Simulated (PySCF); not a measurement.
**Al₃H₉: density, localisation and related maps**

```xyz
12

Al   -0.6594    0.9514   -0.8986
H    -1.4439    1.9659   -1.8040
H    -0.8300    1.1882    0.8775
H     0.9827    1.3916   -0.3755
Al    0.7647    0.4836    1.1756
H     1.5187   -0.7627    0.1629
H     1.5812    1.0065    2.4102
H    -0.2781   -0.9639    1.4414
Al   -0.0755   -1.4572   -0.2629
H    -0.1069   -2.9924   -0.5894
H    -1.5739   -0.5297   -0.4113
H     0.2359   -0.3638   -1.6749
```

Geometry: PBE0-D3(BJ)/def2-SVP.

These are results of PySCF 2.14.0, PBE0/pcSseg-1 Al:pcSseg-2, SCF density, gas phase, non-relativistic, not measurements.

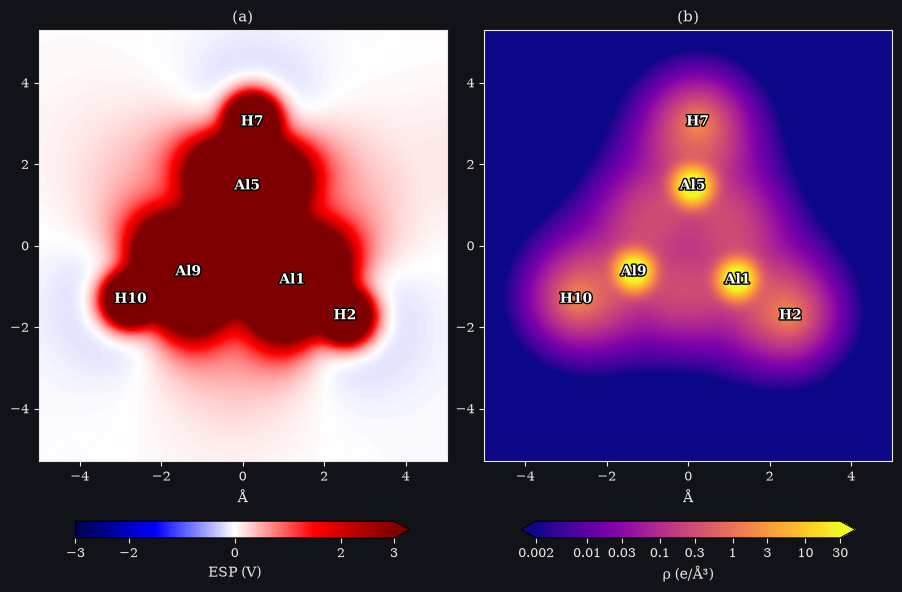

Figure 1. (a) molecular electrostatic potential; (b) total electron density on the plane of atoms Al5, Al1 and Al9.

Q: Interpret the plot.

A: The plane passes through Al and H nuclei. Al–Al (2.56 Å): ρ is about 0.26 e/Å³ halfway. Al–H (1.57 Å): ρ at the midpoint is about 0.58 e/Å³. The potential has no marked negative region in this plane.

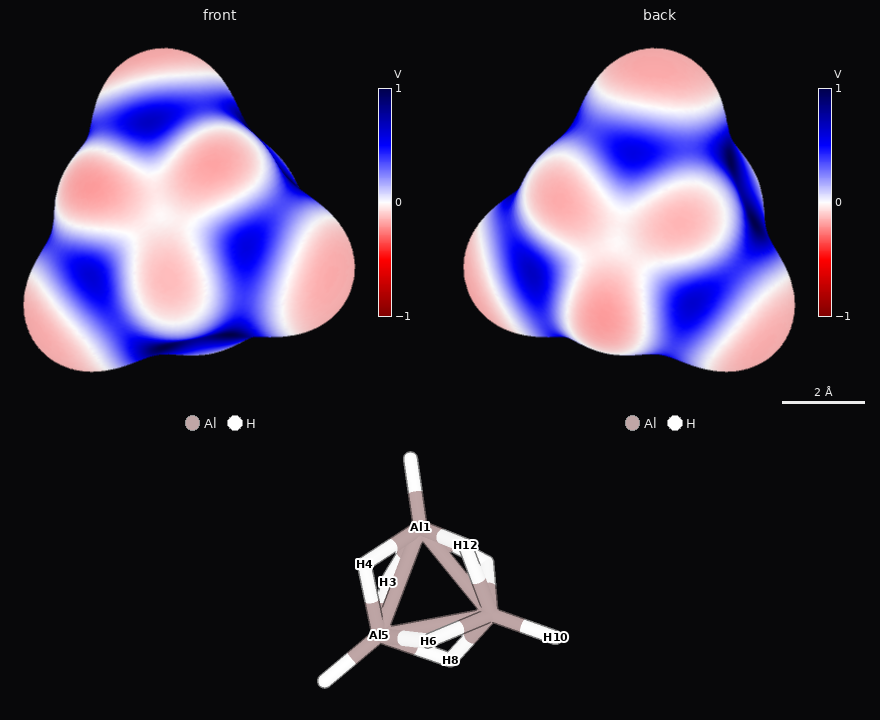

Figure 2. The electrostatic potential painted on the density surface at 0.001 e/bohr³, seen from the front and from behind; red is negative and blue positive. The bare structure is drawn below in the same view.

Q: Which sites attract a positive test charge, and which a negative one?

A: A positive charge is drawn to the negative regions and a negative charge to the positive ones. The most negative region (about −0.2 V) lies over the H atoms, the most positive (about +1.0 V) over Al1, Al5 and Al9.

Q: How polar is the molecule by this calculation?

A: Its dipole moment is 0.02 D.
